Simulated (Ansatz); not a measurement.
**Be, response to strain**

Start from Be in the hcp (Mg type) structure (space group P6_3/mmc, No. 194; a = 2.255 Å, c = 3.558 Å; relaxed with 0.1 eV smearing). Axes: x lies along a and z along c of the hexagonal cell.

Strains are applied to the cell and any free atomic positions relax.

Calculations: PBEsol in Ansatz (plane waves to 420 eV, PAW, spin-orbit coupling left out).

Notes on the quantities. pressure: mean of the normal stresses, compression positive.

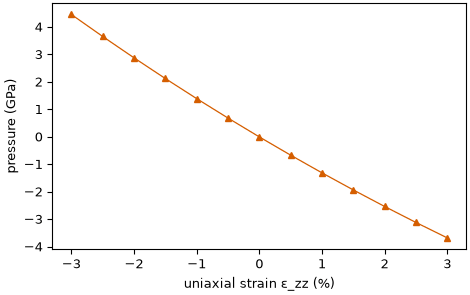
Figure. Pressure against uniaxial strain ε_zz

```
uniaxial strain ε_zz (%)  pressure
------------------------  --------
-3                         4.5 GPa
-2.5                       3.7 GPa
-2                         2.9 GPa
-1.5                       2.1 GPa
-1                         1.4 GPa
-0.5                       0.7 GPa
0.5                       -0.7 GPa
1                         -1.3 GPa
1.5                       -1.9 GPa
2                         -2.5 GPa
2.5                       -3.1 GPa
3                         -3.7 GPa
```

Whether these cells are dynamically stable was not tested.

Ansatz is a program for electronic structure.
